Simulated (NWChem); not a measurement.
**One shape, several levels: CH3BFNS (SMILES [H]/N=C(\F)BS)**

We compute a comparison of 4 runs (HF/def2-SVP, PBE0/def2-SVP, PBE/6-31+G*, B2PLYP/def2-SVPD) of CH3BFNS. 

The results are computed with NWChem 7.3.0.

1 further run of the same task is left out (it didn't finish).

### 1 The molecule

CH3BFNS: 8 atoms, total charge 0, spin state singlet. SMILES: `[H]/N=C(\F)BS`. Geometry: relaxed at PBE0-D4/def2-TZVP. This is one conformer, not always the lowest.

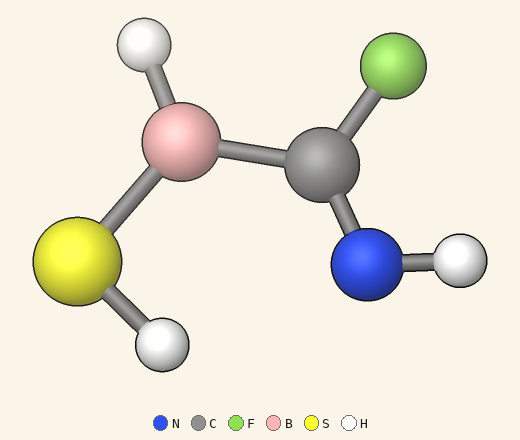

Viewed from a chosen angle; nitrogen blue, carbon grey, fluorine green, boron pink, sulfur yellow, hydrogen white.

### 2 Energy and forces at HF/def2-SVP (run 1)

The input, input.xyz:

```xyz
8

N     -0.609500     1.141200     0.549300
C      0.366200     0.358100     0.495800
F      1.453300     0.539900     1.282800
B      0.458400    -0.897500    -0.457500
S     -0.874300    -1.263500    -1.539900
H     -0.474800     1.889400     1.229400
H      1.414400    -1.604000    -0.459200
H     -1.641600    -0.220700    -1.156700
```

The input, run.py:

```python
from ase.io import read
from ase.calculators.nwchem import NWChem

molecule = read('input.xyz')

calc = NWChem(
    label='input',
    theory='scf',
    memory='2200 mb',
    basis='def2-SVP',
    basispar='spherical bse',
    scf={'nopen': '0', 'rhf': None, 'thresh': '1e-08', 'maxiter': '80'},
)
molecule.calc = calc

forces = molecule.get_forces()
print(f"energy = {molecule.get_potential_energy():.6f} eV")
print("forces (eV/A):")
for s, f in zip(molecule.symbols, forces):
    print(f"{s:2s} {f[0]:10.5f} {f[1]:10.5f} {f[2]:10.5f}")
print("dipole (e A):", molecule.get_dipole_moment().round(4))
```

Run with:

```console
$ export ASE_NWCHEM_COMMAND="nwchem PREFIX.nwi > PREFIX.nwo"
$ python run.py
```

What it wrote:

```text
energy = -16746.847252 eV
forces (eV/A):
N     1.09483   -0.32098    0.38664
C    -0.05358    1.11324    0.86451
F    -0.90364   -0.02283   -0.55171
B     0.30869   -0.30591   -0.06459
S    -0.56199    0.23407   -0.14444
H    -0.04062   -0.35198   -0.30627
H     0.08917   -0.00617    0.04834
H     0.06711   -0.33944   -0.23253
dipole (e A): [-0.053   0.1259  0.0696]
```

The calculator wrote input.nwi:

```
title "input"

permanent_dir input

scratch_dir input

start input

geometry units angstrom nocenter noautosym noautoz
  N  -6.0950000000000004e-01 1.1412000000000000e+00 5.4930000000000001e-01
  C  3.6620000000000003e-01 3.5809999999999997e-01 4.9580000000000002e-01
  F  1.4533000000000000e+00 5.3990000000000005e-01 1.2827999999999999e+00
  B  4.5839999999999997e-01 -8.9749999999999996e-01 -4.5750000000000002e-01
  S  -8.7429999999999997e-01 -1.2635000000000001e+00 -1.5399000000000000e+00
  H  -4.7480000000000000e-01 1.8894000000000000e+00 1.2294000000000000e+00
  H  1.4144000000000001e+00 -1.6040000000000001e+00 -4.5920000000000000e-01
  H  -1.6415999999999999e+00 -2.2070000000000001e-01 -1.1567000000000001e+00
end

memory 2200 mb

basis spherical bse noprint
   * library def2-SVP
end

scf
  nopen 0
  rhf
  thresh 1e-08
  maxiter 80
end

task scf gradient
```

input.nwo (excerpt; [...] marks lines left out):

```text
[...]
      One-electron energy =  -1228.412575197471
[... 1 line left out ...]
 Nuclear repulsion energy =    191.068020020418
[... 41 lines left out ...]
                       ROHF Final Molecular Orbital Analysis
[... 232 lines left out ...]
     1   1 0 0     -0.100213      0.000000     -2.623696
[...]
  wavefunction    =   RHF
                         RHF ENERGY GRADIENTS
    atom               coordinates                        gradient
                 x          y          z           x          y          z
   1 N      -1.151788   2.156555   1.038026   -0.021291   0.006242  -0.007519
   2 C       0.692018   0.676711   0.936926    0.001042  -0.021649  -0.016812
   3 F       2.746339   1.020263   2.424140    0.017573   0.000444   0.010729
[... 4 lines of this table left out ...]
   8 H      -3.102174  -0.417063  -2.185846   -0.001305   0.006601   0.004522
[...]
```

It took 45 s on 1 thread of Intel Xeon Platinum 8488C (Sapphire Rapids), shared host; peak memory 0.1 GiB.

### 3 Energy and forces at PBE0/def2-SVP (run 2)

The input, nw.nw:

```
start nw
title "CH3BFNS"
memory stack 880 mb heap 220 mb global 1100 mb

geometry units angstrom noautosym nocenter noautoz
N       -0.609500       1.141200       0.549300
C        0.366200       0.358100       0.495800
F        1.453300       0.539900       1.282800
B        0.458400      -0.897500      -0.457500
S       -0.874300      -1.263500      -1.539900
H       -0.474800       1.889400       1.229400
H        1.414400      -1.604000      -0.459200
H       -1.641600      -0.220700      -1.156700
end

basis spherical bse
* library def2-SVP
end

dft
xc pbe0
mult 1
grid xfine
convergence energy 1e-08
maxiter 100
mulliken
print medium
end

task dft gradient
```

Run with:

```console
$ nwchem nw.nw > nw.out
```

What it wrote:

```text
[...]
          Wavefunction type:  closed shell.
          No. of atoms     :     8
          No. of electrons :    46
[...]
          Charge           :     0
          Spin multiplicity:     1
[...]
          AO basis - number of functions:    89
[...]
              XC Information
              --------------
                         PBE0 Method XC Functional
                     Hartree-Fock (Exact) Exchange  0.250
          PerdewBurkeErnzerhof Exchange Functional  0.750
            Perdew 1991 LDA Correlation Functional  1.000 local
           PerdewBurkeErnz. Correlation Functional  1.000 non-local
[...]
 d= 0,ls=0.0,diis     1   -616.7948069814 -8.08D+02  1.35D-02  7.82D-01     9.0
[...]
 d= 0,ls=0.0,diis    11   -616.8923288481 -5.56D-10  3.25D-07  1.55D-09    88.2
         Total DFT energy =     -616.892328848063
      One electron energy =    -1228.940907779738
           Coulomb energy =      474.232403467750
    Exchange-Corr. energy =      -53.251844556492
 Nuclear repulsion energy =      191.068020020418
[...]
      Total Density - Mulliken Population Analysis
     ---------------------------------------------
    Atom       Charge   Shell Charges
 -----------   ------   -------------------------------------------------------
    1 N    7     7.17   1.99  1.03  0.51  2.35  1.27  0.02
    2 C    6     5.81   1.99  0.95  0.22  1.95  0.60  0.10
    3 F    9     9.22   1.99  1.14  0.79  3.33  1.97  0.01
    4 B    5     5.04   1.99  0.87  0.12  1.59  0.41  0.06
    5 S   16    16.03   2.00  1.98  1.25  0.57  5.93  1.83  2.42  0.05
    6 H    1     0.87   0.72  0.11  0.05
    7 H    1     0.97   0.74  0.22  0.01
    8 H    1     0.88   0.69  0.16  0.03
[...]
  wavefunction    = closed shell
                         DFT ENERGY GRADIENTS
    atom               coordinates                        gradient
                 x          y          z           x          y          z
   1 N      -1.151788   2.156555   1.038026    0.007554  -0.001315   0.003421
   2 C       0.692018   0.676711   0.936926   -0.010144   0.001359  -0.004927
   3 F       2.746339   1.020263   2.424140    0.003429   0.000642   0.002545
   4 B       0.866250  -1.696029  -0.864550    0.003102  -0.002412  -0.000074
   5 S      -1.652187  -2.387669  -2.909989   -0.000192   0.004063   0.003147
   6 H      -0.897242   3.570448   2.323229   -0.000777  -0.002902  -0.002792
   7 H       2.672828  -3.031120  -0.867762   -0.005098   0.004095   0.000264
   8 H      -3.102174  -0.417063  -2.185846    0.002125  -0.003530  -0.001584
[...]
```

Run time: 1.9 min. Hardware: 1 thread of Intel Xeon Platinum 8488C (Sapphire Rapids), shared host; peak memory 0.14 GiB.

Run 3 isn't shown in full; the table further down has it.

### 4 A single-point energy at B2PLYP/def2-SVPD (run 4)

The input, calc.nw:

```
start calc
title "CH3BFNS"
memory 2200 mb

geometry noautosym nocenter noautoz
N       -0.609500       1.141200       0.549300
C        0.366200       0.358100       0.495800
F        1.453300       0.539900       1.282800
B        0.458400      -0.897500      -0.457500
S       -0.874300      -1.263500      -1.539900
H       -0.474800       1.889400       1.229400
H        1.414400      -1.604000      -0.459200
H       -1.641600      -0.220700      -1.156700
end

basis spherical bse
N library def2-SVPD
C library def2-SVPD
F library def2-SVPD
B library def2-SVPD
S library def2-SVPD
H library def2-SVPD
end

dft
xc hfexch 0.53 becke88 0.47 lyp 0.73 mp2 0.27
dftmp2 semidirect
grid fine
convergence energy 1e-08
maxiter 100
mulliken
end

mp2
freeze core 9
end

task dft energy
```

Run with:

```console
$ nwchem calc.nw > calc.out
```

What it wrote:

```text
[...]
          Wavefunction type:  closed shell.
          No. of atoms     :     8
          No. of electrons :    46
[...]
          Charge           :     0
          Spin multiplicity:     1
[...]
          AO basis - number of functions:   134
[...]
              XC Information
              --------------
                     Hartree-Fock (Exact) Exchange  0.530
                    Becke 1988 Exchange Functional  0.470
              Lee-Yang-Parr Correlation Functional  0.730
[...]
 d= 0,ls=0.0,diis     1   -616.6273881848 -8.08D+02  1.27D-02  6.86D-01    11.0
[...]
 d= 0,ls=0.0,diis    11   -616.7191429180 -5.85D-09  1.70D-07  6.34D-10   106.9
         Total DFT energy =     -616.719142918038
      One electron energy =    -1228.463766144583
           Coulomb energy =      473.716504038421
    Exchange-Corr. energy =      -53.039900832294
 Nuclear repulsion energy =      191.068020020418
[...]
      Total Density - Mulliken Population Analysis
     ---------------------------------------------
    Atom       Charge   Shell Charges
 -----------   ------   -------------------------------------------------------
    1 N    7     7.10   1.99  1.05  0.44  0.08  2.35  1.16  0.03  0.01
    2 C    6     5.38   1.99  0.97  0.12 -0.05  1.93  0.36  0.10 -0.05
    3 F    9     9.50   1.99  1.14  0.81  0.06  3.34  1.98  0.16  0.01  0.02
    4 B    5     5.17   1.99  0.90  0.24 -0.15  1.58  0.50  0.07  0.05
    5 S   16    16.44   2.00  1.99  1.25  0.53  0.08  5.93  1.82  2.57  0.17  0.06  0.05
    6 H    1     1.08   0.75  0.29  0.04  0.00
    7 H    1     0.62   0.76 -0.13  0.01 -0.03
    8 H    1     0.71   0.70 -0.07  0.03  0.05
[...]
  Basis functions       =    134
[...]
```

It took 2.1 min on 1 thread of Intel Xeon Platinum 8488C (Sapphire Rapids), shared host; peak memory 0.63 GiB.

### 5 The series

```
run                              level  iteration cap  module  energy (Eh)  dipole moment (D)  HOMO energy (eV)  LUMO energy (eV)  wall time
  1                        HF/def2-SVP             80     scf  -615.435290               0.74            -11.00              1.40       45 s
  2                      PBE0/def2-SVP            100     dft  -616.892329               0.85             -8.38             -2.23    1.9 min
  3  PBE/6-31+G* (spherical functions)            100     dft  -617.124987               0.79             -7.35             -3.34      2 min
  4                   B2PLYP/def2-SVPD            100     dft  -616.960539               0.58             -9.43             -1.14    2.1 min
```

### 6 Summary of results

| quantity | value |
| --- | --- |
| run 4: total energy | -616.96054 Eh |
| run 4: dipole moment (SCF part) | 0.58 D |
| run 4: HOMO energy (SCF part's orbitals) | -9.43 eV |
| run 4: LUMO energy (SCF part's orbitals) | -1.14 eV |
| run 4: HOMO–LUMO gap (SCF part's orbitals) | 8.29 eV |

In words: The dipole moment (its size) runs from 0.58 D (B2PLYP/def2-SVPD) to 0.85 D (PBE0/def2-SVP). The two ends differ in method and basis. A double hybrid's value is that of its SCF part. The HOMO–LUMO gap runs from 4.02 eV (PBE/6-31+G*) to 12.40 eV (HF/def2-SVP). Totals of different functionals can't be ranked against each other. All runs together took 6.7 min, the longest 2.1 min.
